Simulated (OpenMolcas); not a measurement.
AlLi: relativistic diatomic calculation (part 2 of 2)

Continued. System: AlLi. Method: SA-CASSCF(4,8)/XMS-CASPT2 + RASSI spin-orbit (X2C scalar, AMFI), ANO-RCC-VTZP (OpenMolcas).

**Output (extracts), continued**
```
++ Dipole transition strengths (spin-free states):
     for osc. strength at least  1.00000000E-05
      From   To        Osc. strength     Einstein coefficients Ax, Ay, Az (sec-1)    Total A (sec-1)
         1   18       8.64940927E-03  3.22098733E+05  5.34461781E-03  0.00000000E+00  3.22098739E+05
         1   19       8.65017130E-03  5.34530759E-03  3.22140310E+05  0.00000000E+00  3.22140315E+05
         1    4       1.37921996E-01  0.00000000E+00  0.00000000E+00  2.05923366E+07  2.05923366E+07
         1    5       2.39958980E-01  0.00000000E+00  0.00000000E+00  4.67908492E+07  4.67908492E+07
         1   20       3.42932802E-02  1.14290942E-01  6.89011685E+06  0.00000000E+00  6.89011696E+06
         1   21       3.42845454E-02  6.88840980E+06  1.14262618E-01  0.00000000E+00  6.88840992E+06
         7   13       4.36713906E-03  2.02889613E-03  1.21517851E+05  0.00000000E+00  1.21517853E+05
         7   14       1.97231838E-02  8.86848959E+05  1.48071220E-02  0.00000000E+00  8.86848974E+05
         7    9       8.99976273E-02  0.00000000E+00  0.00000000E+00  1.35487159E+07  1.35487159E+07
         7   12       8.97010434E-02  0.00000000E+00  0.00000000E+00  2.74449429E+07  2.74449429E+07
         7   15       3.20672608E-02  2.22151611E-01  1.34963993E+07  0.00000000E+00  1.34963995E+07
         7   16       3.19958776E-02  1.34679791E+07  2.21680193E-01  0.00000000E+00  1.34679793E+07
         7   17       3.34280473E-02  1.53476202E+07  2.56245077E-01  0.00000000E+00  1.53476205E+07
         8   13       4.36745038E-03  1.21526115E+05  2.02903323E-03  0.00000000E+00  1.21526117E+05
         8   14       1.97256966E-02  1.48089663E-02  8.86959658E+05  0.00000000E+00  8.86959673E+05
         8   10       8.99843347E-02  0.00000000E+00  0.00000000E+00  1.35467137E+07  1.35467137E+07
         8   11       8.97415455E-02  0.00000000E+00  0.00000000E+00  2.74543722E+07  2.74543722E+07
         8   15       3.20373024E-02  1.34837791E+07  2.21942590E-01  0.00000000E+00  1.34837793E+07
         8   16       3.21125604E-02  2.22494396E-01  1.35170828E+07  0.00000000E+00  1.35170830E+07
         8   17       3.33236530E-02  2.55450387E-01  1.52996779E+07  0.00000000E+00  1.52996782E+07
        18    2       5.11478150E-03  7.42016969E+04  9.65359823E-04  0.00000000E+00  7.42016979E+04
        18    3       5.17939393E-03  1.00246613E-03  7.70546241E+04  0.00000000E+00  7.70546251E+04
        18    4       1.48599325E-02  5.55951990E+05  9.22498078E-03  0.00000000E+00  5.55951999E+05
        18    5       9.30320583E-04  5.74991043E+04  9.54093206E-04  0.00000000E+00  5.74991053E+04
        18   21       6.82207441E-02  0.00000000E+00  0.00000000E+00  4.44526367E+06  4.44526367E+06
        18    6       3.44008403E-02  1.26689505E-01  7.63505018E+06  0.00000000E+00  7.63505030E+06
        19    2       5.11427711E-03  9.65191526E-04  7.41895090E+04  0.00000000E+00  7.41895099E+04
        19    3       5.17923463E-03  7.70472592E+04  1.00238042E-03  0.00000000E+00  7.70472602E+04
        19    4       1.48622654E-02  9.22605740E-03  5.56016543E+05  0.00000000E+00  5.56016552E+05
        19    5       9.30466989E-04  9.54213898E-04  5.75063241E+04  0.00000000E+00  5.75063250E+04
        19   20       6.82074270E-02  0.00000000E+00  0.00000000E+00  4.44420397E+06  4.44420397E+06
        19    6       3.43878365E-02  7.63203597E+06  1.26639406E-01  0.00000000E+00  7.63203610E+06
        13    9       1.58167889E-02  1.28498280E-02  7.73849445E+05  0.00000000E+00  7.73849457E+05
        13   10       1.58160778E-02  7.73816467E+05  1.28492810E-02  0.00000000E+00  7.73816480E+05
        13   11       2.51969581E-03  3.76003065E+05  6.23674667E-03  0.00000000E+00  3.76003071E+05
        13   12       2.51962986E-03  6.23753787E-03  3.76050788E+05  0.00000000E+00  3.76050795E+05
        14    9       4.33023773E-03  1.34061161E+05  2.22601749E-03  0.00000000E+00  1.34061163E+05
        14   10       4.33060287E-03  2.22620899E-03  1.34072861E+05  0.00000000E+00  1.34072863E+05
        14   11       4.12086566E-02  7.95032398E-02  4.79341427E+06  0.00000000E+00  4.79341435E+06
        14   12       4.11968900E-02  4.79287655E+06  7.94943136E-02  0.00000000E+00  4.79287663E+06
        14   17       1.01632249E-03  0.00000000E+00  0.00000000E+00  2.20263023E+05  2.20263023E+05
         2   20       9.34261957E-03  2.21001996E-03  1.69807260E+05  0.00000000E+00  1.69807262E+05
         2   21       9.34169108E-03  1.69794311E+05  2.20979548E-03  0.00000000E+00  1.69794313E+05
         3   20       9.23594864E-03  1.64090596E+05  2.13556372E-03  0.00000000E+00  1.64090598E+05
         3   21       9.23692264E-03  2.13589400E-03  1.64111739E+05  0.00000000E+00  1.64111742E+05
         4    5       1.32716048E-02  0.00000000E+00  0.00000000E+00  4.04150254E+04  4.04150254E+04
         4   20       5.49944332E-04  3.48844497E-05  2.10302569E+03  0.00000000E+00  2.10302573E+03
         4   21       5.49955152E-04  2.10317311E+03  3.48868132E-05  0.00000000E+00  2.10317314E+03
         5   20       2.95028122E-04  2.16776224E-07  1.30685014E+01  0.00000000E+00  1.30685016E+01
         5   21       2.94991665E-04  1.30730087E+01  2.16850895E-07  0.00000000E+00  1.30730089E+01
         9   12       3.32526910E-03  0.00000000E+00  0.00000000E+00  9.06786633E+04  9.06786633E+04
         9   15       2.19805826E-02  2.47347246E-02  1.49446489E+06  0.00000000E+00  1.49446492E+06
         9   16       2.19325535E-02  1.49164668E+06  2.46879713E-02  0.00000000E+00  1.49164670E+06
         9   17       2.58835334E-02  2.17058410E+06  3.60424616E-02  0.00000000E+00  2.17058414E+06
        10   11       3.32398709E-03  0.00000000E+00  0.00000000E+00  9.06109601E+04  9.06109601E+04
        10   15       2.19640199E-02  1.49333583E+06  2.47159925E-02  0.00000000E+00  1.49333585E+06
        10   16       2.20186526E-02  2.47850119E-02  1.49749935E+06  0.00000000E+00  1.49749938E+06
        10   17       2.58040058E-02  3.59318472E-02  2.16391108E+06  0.00000000E+00  2.16391111E+06
        20    6       1.65816334E-02  7.72530053E+05  1.28144847E-02  0.00000000E+00  7.72530066E+05
        21    6       1.65889998E-02  1.28200049E-02  7.72862089E+05  0.00000000E+00  7.72862101E+05
        11   15       2.08929365E-05  1.91123582E+02  3.16593342E-06  0.00000000E+00  1.91123585E+02
        11   16       2.09276689E-05  3.17376987E-06  1.91597876E+02  0.00000000E+00  1.91597880E+02
        12   15       2.09295919E-05  3.16947831E-06  1.91340531E+02  0.00000000E+00  1.91340534E+02
        12   16       2.09119518E-05  1.91335667E+02  3.16941824E-06  0.00000000E+00  1.91335670E+02
 Electric-quadrupole - electric-quadrupole not included
 Electric-dipole - electric-octupole not included
 Electric-dipole - magnetic-quadrupole not included
   Eigenvalues of complex Hamiltonian:
  (Shifted by EMIN (a.u.) =       -249.9425480439)
 SO State       Relative EMIN(au)   Rel lowest level(eV)    D:o, cm**(-1)      Omega
     1            -0.0000022750        0.0000000000              0.0000         0.0
     2             0.0103076504        0.2805473606           2262.7671         0.0
     3             0.0103089510        0.2805827514           2263.0525         0.0
     4             0.0104119760        0.2833862058           2285.6639         1.0
     5             0.0104120243        0.2833875186           2285.6745         1.0
     6             0.0105172585        0.2862510893           2308.7707         2.0
     7             0.0105172606        0.2862511456           2308.7712         2.0
     8             0.0340427002        0.9264109681           7472.0084         1.0
     9             0.0340433974        0.9264299412           7472.1614         1.0
    10             0.0398405432        1.0841783138           8744.4878         0.0
    11             0.0398425400        1.0842326490           8744.9261         1.0
    12             0.0398425401        1.0842326522           8744.9261         1.0
    13             0.0478214051        1.3013486309          10496.0846         0.0
    14             0.0478218974        1.3013620252          10496.1926         1.0
    15             0.0478218975        1.3013620281          10496.1926         1.0
    16             0.0552932330        1.5046674254          12135.9612         2.0
    17             0.0555623803        1.5119912968          12195.0322         2.0
    18             0.0681685133        1.8550216493          14961.7586         0.0
    19             0.0778722826        2.1190746651          17091.4898         0.0
    20             0.0787354310        2.1425621291          17280.9290         0.0
    21             0.0787667718        2.1434149551          17287.8075         0.0
    22             0.0788061715        2.1444870763          17296.4547         1.0
    23             0.0788062563        2.1444893847          17296.4734         1.0
    24             0.0789928922        2.1495680053          17337.4352         2.0
    25             0.0789928951        2.1495680835          17337.4358         2.0
    26             0.0791359357        2.1534604180          17368.8296         1.0
    27             0.0791361717        2.1534668382          17368.8814         1.0
    28             0.1079058118        2.9363286268          23683.0876         0.0
    29             0.1079074582        2.9363734299          23683.4489         0.0
    30             0.1079904406        2.9386314938          23701.6614         1.0
    31             0.1079956573        2.9387734489          23702.8064         1.0
    32             0.1080798516        2.9410644915          23721.2849         2.0
    33             0.1080798517        2.9410644959          23721.2849         2.0
    34             0.1161640863        3.1610477259          25495.5693         0.0
    35             0.1161642513        3.1610522139          25495.6055         1.0
    36             0.1161642514        3.1610522189          25495.6056         1.0
    37             0.1161647457        3.1610656670          25495.7140         2.0
    38             0.1161647457        3.1610656670          25495.7140         2.0
    39             0.1171556214        3.1880287705          25713.1861         0.0
    40             0.1247266322        3.3940464683          27374.8309         1.0
    41             0.1247266330        3.3940464895          27374.8311         1.0
    42             0.1248654601        3.3978241697          27405.3001         2.0
    43             0.1248723594        3.3980119083          27406.8143         2.0
    44             0.1250103164        3.4017659086          27437.0924         3.0
    45             0.1250103164        3.4017659088          27437.0924         3.0
    46             0.1299526315        3.5362531530          28521.8052         1.0
    47             0.1299526320        3.5362531680          28521.8053         1.0
    48             0.1299548637        3.5363138951          28522.2951         0.0
 Weights of the five most important spin-orbit-free states for each spin-orbit state.
 SO State  Total energy (au)           Spin-free states, spin, and weights
    1        -0.000002       1 0.0  0.9998    8 1.0  0.0001    7 1.0  0.0001   13 1.0  0.0000   10 1.0  0.0000
    2         0.010308       7 1.0  0.5001    8 1.0  0.4999   14 1.0  0.0000    6 0.0  0.0000   17 1.0  0.0000
    3         0.010309       7 1.0  0.5000    8 1.0  0.4998    1 0.0  0.0002   13 1.0  0.0000    5 0.0  0.0000
    4         0.010412       7 1.0  1.0000   19 0.0  0.0000   13 1.0  0.0000   14 1.0  0.0000   15 1.0  0.0000
    5         0.010412       8 1.0  1.0000   18 0.0  0.0000   13 1.0  0.0000   14 1.0  0.0000   16 1.0  0.0000
    6         0.010517       8 1.0  0.5001    7 1.0  0.4999    2 0.0  0.0000   15 1.0  0.0000   12 1.0  0.0000
    7         0.010517       8 1.0  0.5001    7 1.0  0.4999    3 0.0  0.0000   16 1.0  0.0000   12 1.0  0.0000
    8         0.034043      1
```

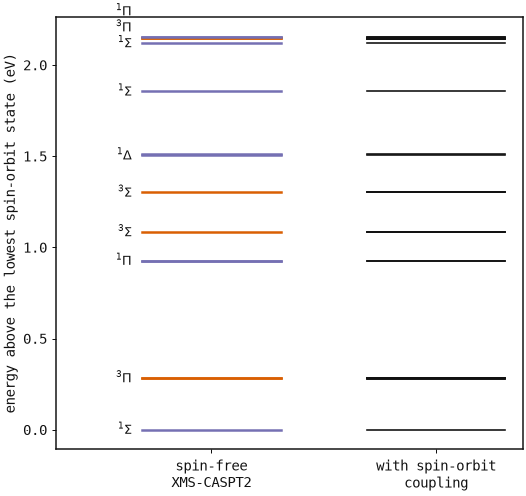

*States up to 2.5 eV at 2.640 Å, without spin-orbit coupling (left, a colour for each spin multiplicity) and with it (right, where close levels merge).*

The spin-free states run ¹Σ (0.00 eV), ³Π (0.28 eV), ¹Π (0.93 eV), ³Σ (1.08 eV), ³Σ (1.30 eV), ¹Δ (1.50 eV) from the lowest. The lowest spin-orbit levels have |Ω| = 0 (0 cm⁻¹), 0 (2,263 cm⁻¹), 1 (2,286 cm⁻¹), 2 (2,309 cm⁻¹), 1 (7,472 cm⁻¹).

**Summary**

| quantity | value |
| --- | --- |
| outcome | converged; components of a degenerate state are split by 59 cm⁻¹ |
| lowest spin-free state | ¹Σ |
| lowest spin-orbit level | Ω = 0, −249.94255 hartree |
| next level | Ω = 0, 2,263 cm⁻¹ |
| wall time | 25 s |
| peak memory | 0.18 GiB |

**Notes**

Limits: the two components of ¹Δ at 1.51 eV, degenerate in CASSCF as they must be, are split by 59 cm⁻¹ in XMS-CASPT2, an artefact that passes into its spin-orbit levels.
